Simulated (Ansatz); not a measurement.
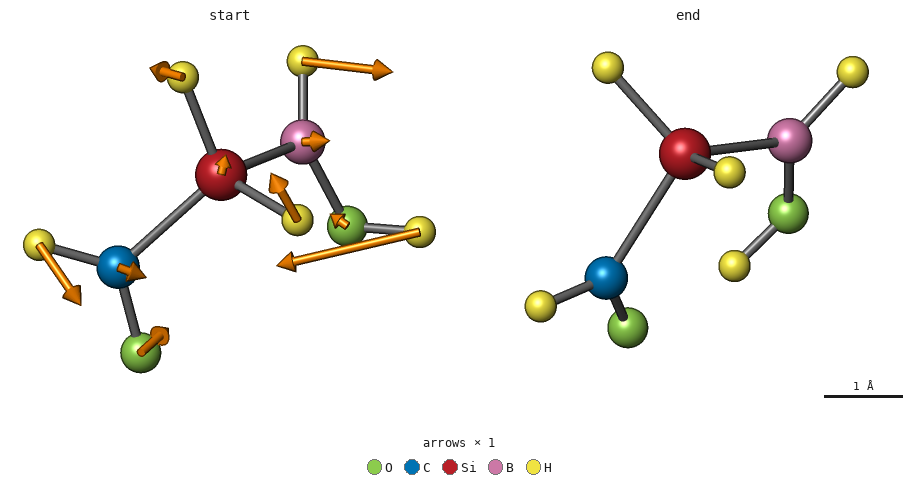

The structure of CH$_{5}$BO$_{2}$Si before (left) and after (right) a relaxation, at one scale. The orange arrows give the displacements, at their true length.

The picture is a ball-and-stick view, seen at a tilt.

The run prepares an end point of a later path (hydrogen shift) calculation, from a guessed geometry.

Computed with RKS B3LYP-D4/cc-pVDZ (Ansatz).

Input
```yaml
crystal:
  periodic: [false, false, false]
  atoms:
    - { symbol: O, position_ang: [-1.7503, -0.697, 1.378] }
    - { symbol: C, position_ang: [-1.7912, -0.1616, 0.2501] }
    - { symbol: Si, position_ang: [-0.3247, 0.7364, -0.3616] }
    - { symbol: B, position_ang: [1.2926, -0.4717, -0.3987] }
    - { symbol: O, position_ang: [1.6678, -1.1468, 0.8117] }
    - { symbol: H, position_ang: [-2.6589, -0.2291, -0.39] }
    - { symbol: H, position_ang: [0.0344, 1.8551, 0.563] }
    - { symbol: H, position_ang: [-0.5028, 1.2702, -1.7075] }
    - { symbol: H, position_ang: [1.7717, -0.6833, -1.3757] }
    - { symbol: H, position_ang: [2.3445, -0.5234, 1.2338] }
basis:
  gaussian: { orbitals: cc-pVDZ }
hamiltonian:
  xc: b3lyp
  dispersion: d4
relax:
  f_tol: 0.02
  max_steps: 50
```

Command:
```bash
ansatz run input.yaml --threads 2 --pin off --max-ram 3072MiB --backend cpu --events-out ev --progress --plain --runs-dir out
```

**Summarise the run.**

The atom that moves furthest after the best rigid fit is H10 (1.94 Å). Largest moves by element: H 1.94 Å, O 0.76 Å, C 0.41 Å, B 0.39 Å, Si 0.28 Å. Near-neighbour distances that change, for instance: C2–Si3 1.825 → 1.954 Å, B4–H9 1.109 → 1.209 Å, B4–O5 1.436 → 1.344 Å, C2–H6 1.080 → 1.124 Å. Among the angles between lasting bonds that change: B4–Si3–H7 105.5° → 116.0°, B4–Si3–H8 107.4° → 116.4°, B4–O5–H10 103.7° → 112.0°. Groups turn about B4–O5 by about 90°, Si3–B4 by about 60°, C2–Si3 by about 60°. After 25 accepted moves (30 points after the start) the energy has fallen by 37.4 kcal/mol. Largest force component: 3.8 eV/Å at the start, 0.007 eV/Å at the end. The line search rejected the trial steps at points 13, 20, 21, 24, 26 of the run. The forces were under the threshold at step 23, but the run went on from there.
